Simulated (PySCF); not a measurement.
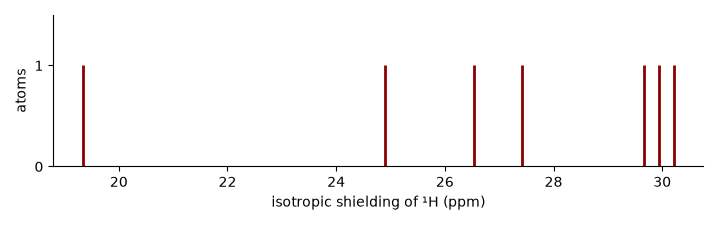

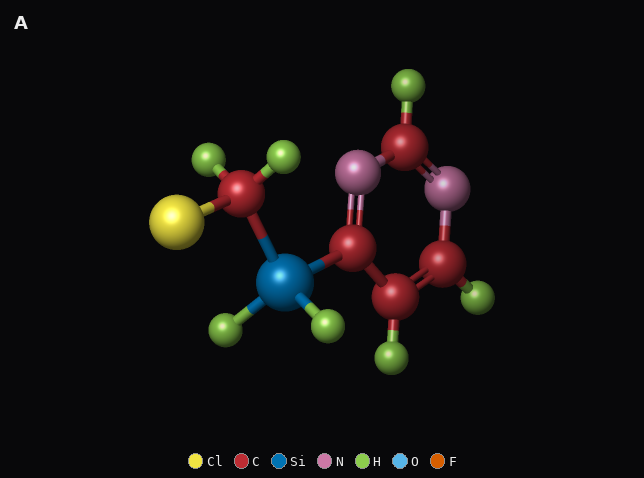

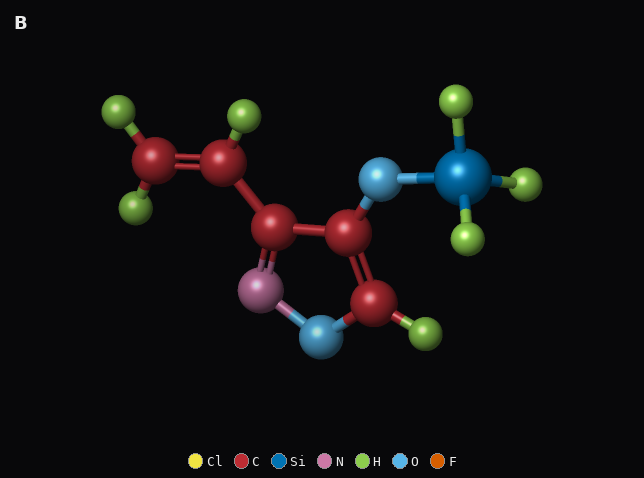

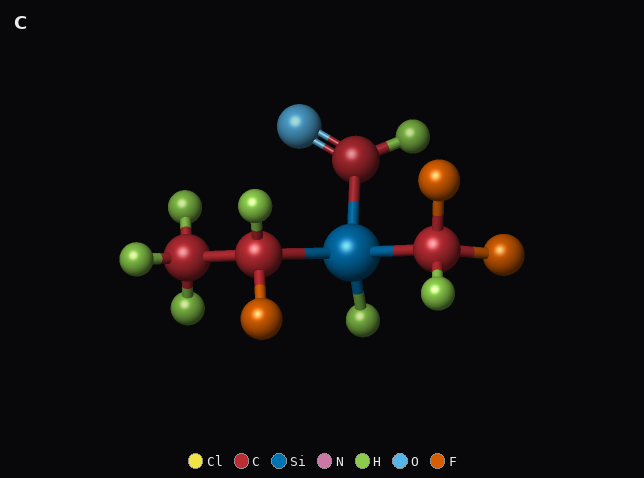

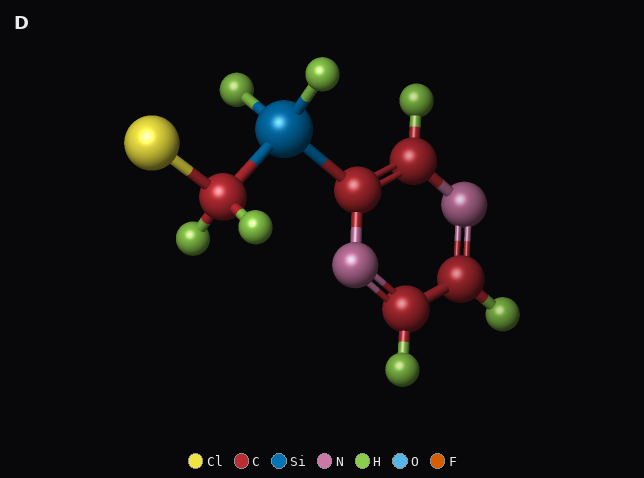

The sticks are computed shieldings of one of the molecules, for one fixed geometry (GFN2-xTB) without averaging over rotations. Low shielding means a high chemical shift. Method: GIAO PBE0/pcSseg-1 NMR shielding, non-relativistic, gas phase (PySCF 2.14.0).

> Which molecule gives this pattern?

C, `C[C@@H](F)[Si@@H](C=O)C(F)F`. Its 7 H atoms give lines at 19.34, 24.89, 26.54, 27.42, 29.67, 29.94, 30.21 ppm.

The geometry is semi-empirical. Around Si such bond lengths and angles can be off by a tenth of an ångström or more and by several degrees, and values that hang on the shape move with them.
